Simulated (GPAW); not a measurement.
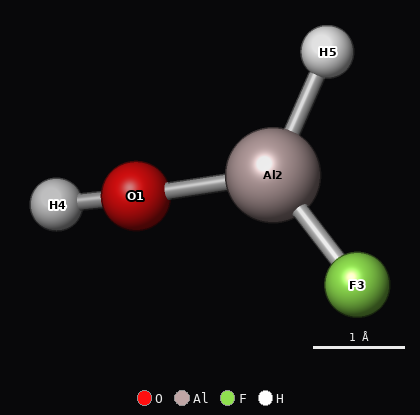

Fig. 1: The structure (ball-and-stick view, seen at a tilt; atoms are numbered from 1 in the order of the input). Sticks mark near contacts. Bond lengths as drawn: Al–F 1.65 Å, Al–H 1.49 Å, Al–O 1.63 Å and H–O 0.95 Å.

## AlH$_{2}$OF: calculation of the molecule and its ions

The run: calculation of the molecule and its ions of AlH$_{2}$OF. Method and program: LDA (PW92)/sz(dzp), scalar-relativistic datasets (GPAW 26.7.0).

The geometry comes from this level: GFN2-xTB.

**The input (calc.py)**
```python
from ase.io import read
from gpaw import GPAW

# Geometry
system = read('AlFH2O.xyz')
system.center(vacuum=4.5)

energies = {}
for name, charge, unpaired in [('neutral', 0, 0), ('oxidised', 1, 1)]:
    system.set_initial_magnetic_moments([unpaired / len(system)] * len(system))
    dft = GPAW(mode='lcao',
               basis='sz(dzp)',
               h=0.25,
               xc='LDA',
               charge=charge,
               occupations={'name': 'fermi-dirac', 'width': 0.0, 'fixmagmom': unpaired > 0},
               maxiter=100,
               symmetry='off',
               txt=f'{name}.txt')
    system.calc = dft
    energies[name] = system.get_potential_energy()
    print(f'{name:10} {energies[name]:12.5f} eV')

ip = energies['oxidised'] - energies['neutral']
print(f'Vertical IP             {ip:.3f} eV')
```

**File AlFH2O.xyz**
```
5

O     -1.021720     0.325810    -0.327270
Al     0.472970    -0.139110     0.144100
F      0.778780    -1.566900     0.912060
H     -1.871140     0.628670    -0.614330
H      1.641100     0.751530    -0.114560
```

Hardware: 1 thread of Arm Neoverse V1, 24 GiB of memory available, shared host.

Run as:
```bash
python3 -u calc.py | tee calc.out
```

**Log**
```
neutral       -17.29769 eV
oxidised       -5.89940 eV
Vertical IP             11.398 eV
```

**Summary**

| quantity | value |
| --- | --- |
| outcome | converged |
| ionisation energy | 11.40 eV |
| wall time | 14 s |
| peak memory | 0.43 GiB |

**Remarks**

On so coarse a grid the energy depends on the position of the molecule, which gives spurious forces.
